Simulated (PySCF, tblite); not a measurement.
# C5H3FN2: dynamics, then NMR shifts on frames, part 1 of 2

How do NMR shifts of C5H3FN2 (`N#Cc1c[nH]c(F)c1`) change as the atoms move?

The runs use tblite 0.8.0 and PySCF 2.14.0, with density-fitted response routines of our own; the level of theory stands in each step. All values are computed, except where a source is named. Atoms are numbered from 0 throughout.

### Step 1. Starting geometry

11 atoms, charge 0, multiplicity 1; geometry from: GFN2-xTB.

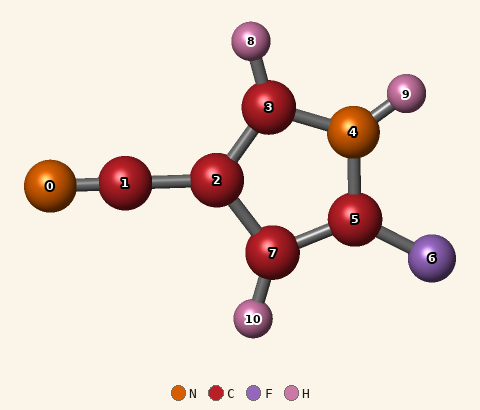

The starting geometry (nitrogen orange, carbon red, fluorine purple, hydrogen pink), atoms numbered.

### Step 2. A short Langevin run with GFN2-xTB

The job: settings as JSON, then the geometry in Å.

```
{"job": {"kind": "md", "xc": "GFN2-xTB", "basis": "xTB", "temperature": 400, "steps": 2000, "every": 50, "frames": 5}, "charge": 0, "multiplicity": 1}
N      3.367909     0.194764    -0.296080
C      2.227187     0.139087    -0.193575
C      0.831318     0.061500    -0.071063
C     -0.026018     1.100937     0.219178
N     -1.290167     0.608021     0.244733
C     -1.237294    -0.722739    -0.024349
F     -2.372465    -1.421777    -0.053112
C      0.047356    -1.118181    -0.228252
H      0.187544     2.134062     0.403201
H     -2.132680     1.127854     0.430990
H      0.402733    -2.100858    -0.457635
```

Method: GFN2-xTB Langevin dynamics, gas phase.

Launch:

```
> OMP_NUM_THREADS=1 python probes_run.py task.json out
```

This one command runs all jobs of the session in turn.

The program printed:

```text
t/fs     T/K      E/eV
    0.0   350.9   -619.49275
   25.0   236.2   -619.08923
   50.0   331.0   -619.01665
   75.0   285.2   -619.05726
  100.0   288.2   -619.07532
  125.0   311.1   -619.19988
  150.0   358.8   -619.27513
  175.0   325.3   -619.25054
  200.0   299.3   -619.18653
  225.0   345.0   -619.09691
  250.0   439.5   -619.16848
  275.0   278.7   -619.05715
  300.0   310.4   -619.11920
  325.0   322.0   -619.14428
  350.0   297.5   -619.15269
  375.0   270.4   -618.95717
  400.0   368.4   -619.10976
  425.0   375.1   -619.13215
  450.0   500.5   -618.98746
  475.0   492.2   -619.08705
  500.0   481.4   -618.96523
  525.0   521.3   -619.03168
  550.0   433.8   -619.08279
  575.0   395.5   -619.09099
  600.0   283.6   -618.98080
  625.0   526.7   -619.02812
  650.0   451.6   -618.99369
  675.0   345.7   -618.80660
  700.0   428.5   -618.89726
  725.0   443.2   -618.93828
  750.0   566.0   -618.99409
  775.0   527.6   -618.76931
  800.0   659.0   -618.76953
  825.0   500.4   -618.70007
  850.0   502.1   -618.93053
  875.0   554.5   -618.76780
  900.0   412.1   -618.82576
  925.0   418.0   -618.88064
  950.0   422.6   -618.94899
  975.0   245.4   -618.94226
 1000.0   416.2   -619.07875
```

Wall time 8 s (1 thread of INTEL XEON PLATINUM 8581C at 2.10GHz, shared host); peak memory 0.18 GiB.

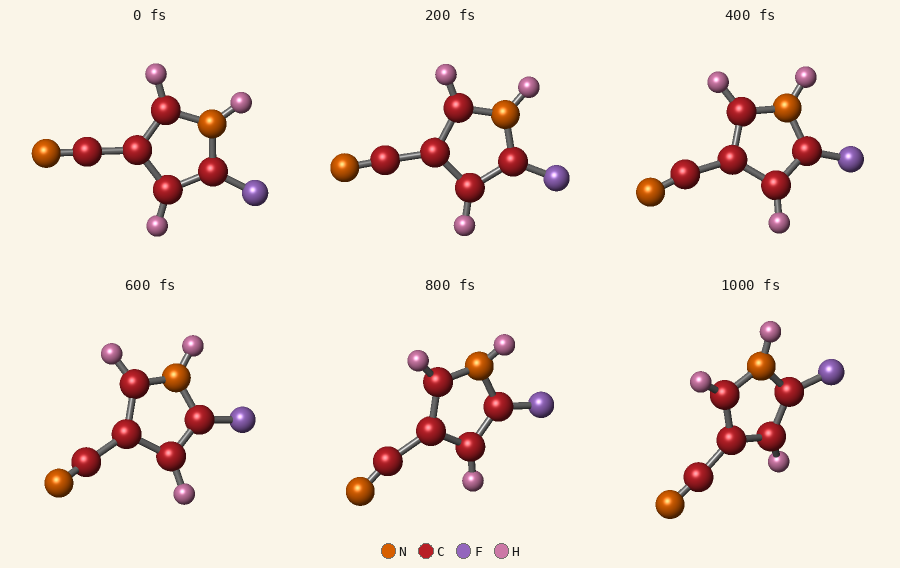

Frames of the run.

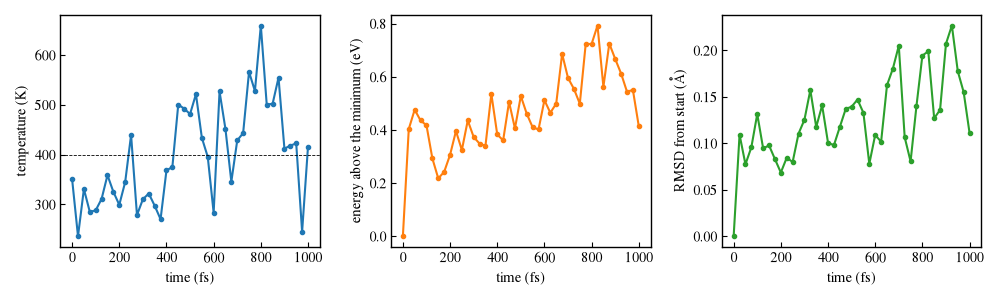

Temperature, potential energy and distance from the start.

Positions (Å) and forces (eV/Å) at 1000 fs:

```xyz
11

N     2.073   -2.546   -1.332    2.890   -2.347   -1.536
C     1.250   -1.969   -0.840   -2.193    1.938    0.799
C     0.282   -1.093   -0.381   -0.521    0.383    2.127
C     0.384    0.279   -0.365    0.254    0.929   -1.165
N    -0.659    0.813    0.305   -0.595    0.050    0.083
C    -1.369   -0.212    0.791   -1.233   -1.224    1.137
F    -2.550    0.059    1.418    0.887   -0.154   -0.118
C    -0.790   -1.427    0.533    0.363    1.157   -0.873
H     1.002    0.948   -0.935    0.257   -0.231    0.022
H    -0.972    1.755    0.507    0.476   -0.006   -0.414
H    -0.934   -2.378    0.963   -0.585   -0.494   -0.063
```

### Step 3. NMR shieldings: 250 fs, PBE0/pcSseg-1

The job: settings as JSON, then the geometry in Å.

```
{"job": {"kind": "nmr", "xc": "PBE0", "basis": "pcSseg-1", "pop": false}, "charge": 0, "multiplicity": 1}
N      2.967000    -1.018400    -0.757500
C      1.902000    -0.834200    -0.363200
C      0.523700    -0.606300    -0.026400
C     -0.135000     0.546800     0.394500
N     -1.429100     0.199100     0.622000
C     -1.563100    -1.064800     0.225300
F     -2.852200    -1.489000     0.395000
C     -0.403100    -1.656100    -0.130300
H      0.396200     1.438300     0.722500
H     -2.158800     0.759300     1.032900
H     -0.366500    -2.665500    -0.491100
```

Method: GIAO PBE0/pcSseg-1 NMR shielding, non-relativistic, gas phase.

The program printed:

```text
coarse grid: 10504 points
cycle   1  E = -401.0128747773  dE =  1.690e+00  |g| = 6.152e-01  |ddm| = 3.430e+00
cycle   2  E = -400.8404161364  dE =  1.725e-01  |g| = 1.098e+00  |ddm| = 1.586e+00
cycle   3  E = -401.0916776652  dE = -2.513e-01  |g| = 1.842e-01  |ddm| = 1.088e+00
cycle   4  E = -401.0974110228  dE = -5.733e-03  |g| = 8.546e-02  |ddm| = 1.922e-01
cycle   5  E = -401.0988788495  dE = -1.468e-03  |g| = 2.443e-02  |ddm| = 8.126e-02
cycle   6  E = -401.0990012408  dE = -1.224e-04  |g| = 6.476e-03  |ddm| = 2.306e-02
cycle   7  E = -401.0990103135  dE = -9.073e-06  |g| = 1.945e-03  |ddm| = 6.965e-03
final grid: 105744 points
cycle   8  E = -401.1497526103  dE = -3.031e-05  |g| = 7.098e-03  |ddm| = 3.724e-02
cycle   9  E = -401.1497395056  dE =  1.310e-05  |g| = 1.082e-02  |ddm| = 1.426e-02
cycle  10  E = -401.1497633935  dE = -2.389e-05  |g| = 1.254e-03  |ddm| = 8.610e-03
cycle  11  E = -401.1497637373  dE = -3.438e-07  |g| = 5.233e-04  |ddm| = 1.575e-03
cycle  12  E = -401.1497637926  dE = -5.527e-08  |g| = 1.992e-04  |ddm| = 5.626e-04
cycle  13  E = -401.1497637990  dE = -6.433e-09  |g| = 8.243e-05  |ddm| = 2.001e-04
cycle  14  E = -401.1497638005  dE = -1.422e-09  |g| = 1.982e-05  |ddm| = 7.193e-05
cycle  15  E = -401.1497638005  dE = -7.765e-11  |g| = 4.833e-06  |ddm| = 2.066e-05
converged SCF energy = -401.1497638005

GIAO shielding tensors (ppm)
atom      isotropic    diamagn.    paramagn.     s11        s22        s33       span
  0 N      -48.322     340.901    -389.223   -219.258   -173.890    248.181    467.439
  1 C       65.948     257.223    -191.275    -50.593    -44.060    292.496    343.089
  2 C       82.932     257.959    -175.027      9.838     82.119    156.839    147.001
  3 C       69.262     248.170    -178.908    -11.737     73.058    146.464    158.201
  4 N      103.749     329.754    -226.006     32.660    107.580    171.005    138.345
  5 C       32.001     249.846    -217.845    -21.402     50.153     67.253     88.655
  6 F      302.527     470.040    -167.513    213.692    336.771    357.119    143.427
  7 C       94.950     249.839    -154.890     43.098     74.228    167.524    124.425
  8 H       24.552      29.951      -5.399     21.171     24.494     27.990      6.819
  9 H       23.767      30.555      -6.788     18.222     23.459     29.619     11.397
 10 H       25.504      29.089      -3.585     22.433     26.393     27.686      5.253
```

Wall time 16 s (1 thread of INTEL XEON PLATINUM 8581C at 2.10GHz, shared host); peak memory 0.7 GiB.

The references, computed at this level on geometries of the same kind, shield at (ppm): 1H TMS 31.72, 13C TMS 186.9, 19F CFCl3 170.9, 15N NH3 267.7. Their shielding less the atom's gives the shift. The references are single molecules in the gas phase, so shifts against H2O, NH3, PH3, H3PO4 or CFCl3 are not on the usual liquid scales and can be off by tens of ppm. Each atom is listed at this fixed geometry, with no averaging over motion; a spectrum would average atoms that exchange fast.

| atoms | environment | σ (ppm) | δ (ppm) |
| --- | --- | --- | --- |
| C5 | aromatic carbon bearing fluorine | 32.0 | 154.9 |
| C1 | nitrile carbon | 65.9 | 121.0 |
| C3 | aromatic CH next to a ring nitrogen | 69.3 | 117.7 |
| C2 | substituted aromatic carbon | 82.9 | 104.0 |
| C7 | aromatic CH | 94.9 | 92.0 |
| H9 | hydrogen on a pyrrole-type ring nitrogen | 23.77 | 7.95 |
| H8 | hydrogen on an aromatic CH next to a ring nitrogen | 24.55 | 7.17 |
| H10 | hydrogen on an aromatic CH | 25.50 | 6.21 |
| N0 | nitrile nitrogen | -48.3 | 316.1 |
| N4 | pyrrole-type ring nitrogen | 103.7 | 164.0 |
| F6 | aryl fluorine | 302.5 | -131.6 |

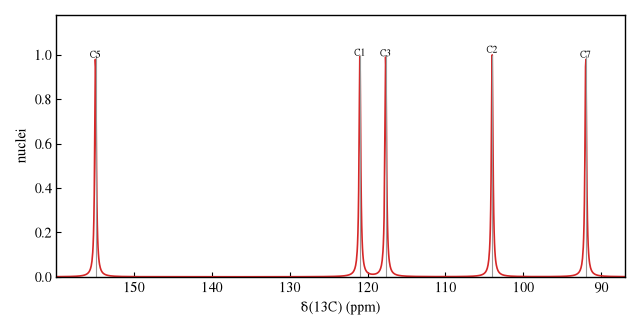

13C lines at the computed shifts, without couplings. Lines are broadened to a width of 0.25 ppm (Lorentzian).

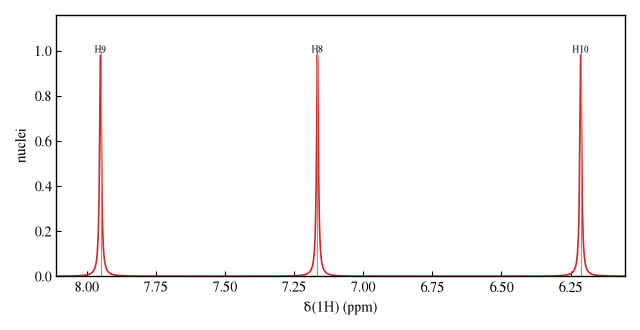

1H lines at the computed shifts, without couplings. Lines are broadened to a width of 0.01 ppm (Lorentzian).

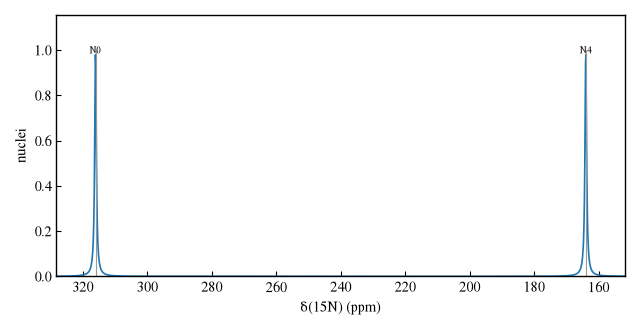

15N lines at the computed shifts, without couplings. Lines are broadened to a width of 0.61 ppm (Lorentzian).

Ring of atoms C2, C3, N4, C5, C7: NICS(0) -15.8, NICS(1) -10.3, NICS(1)zz -26.3 ppm (means of both faces).

The fields below are evaluated on a grid from the run's orbitals.

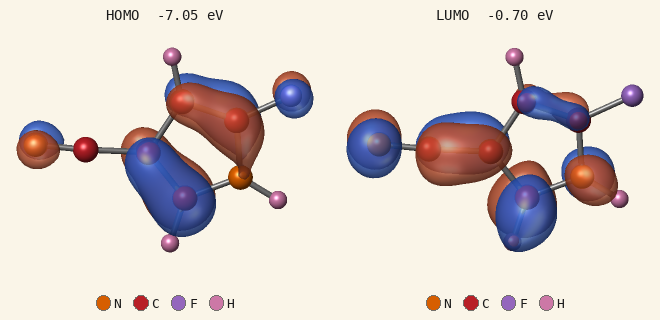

PBE0/pcSseg-1 orbitals near the gap, drawn at the value that encloses 70 % of each; the two colours are the two signs.

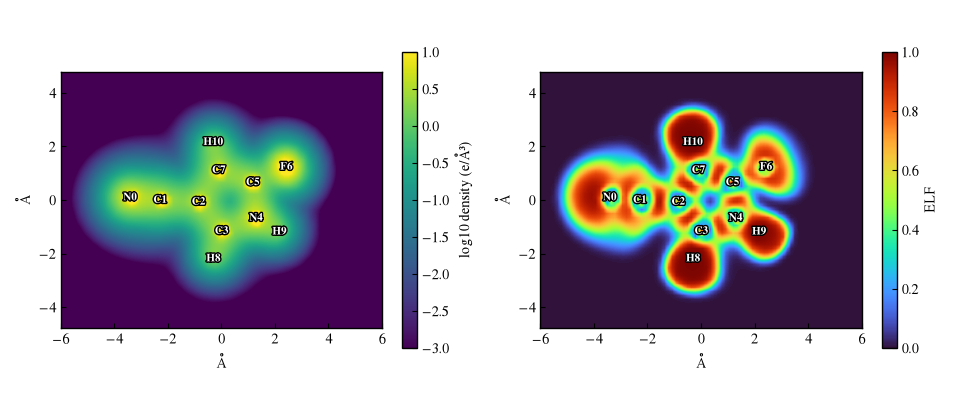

Density (left) and ELF (right) in a plane through or near 11 of the atoms.

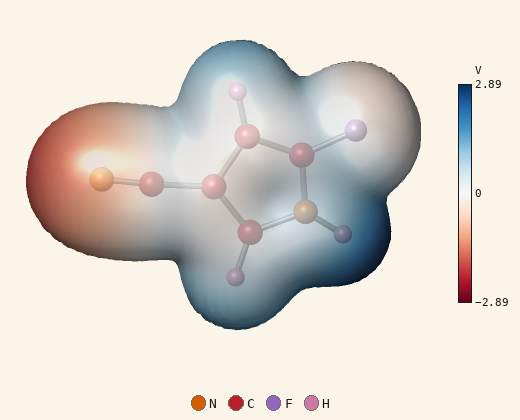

The potential that a unit positive charge feels on the 0.002 e/bohr³ surface, from the 1st to the 99th percentile, from -1.86 V near N0 to 2.89 V near H9.

(Continued in part 2 of 2.)
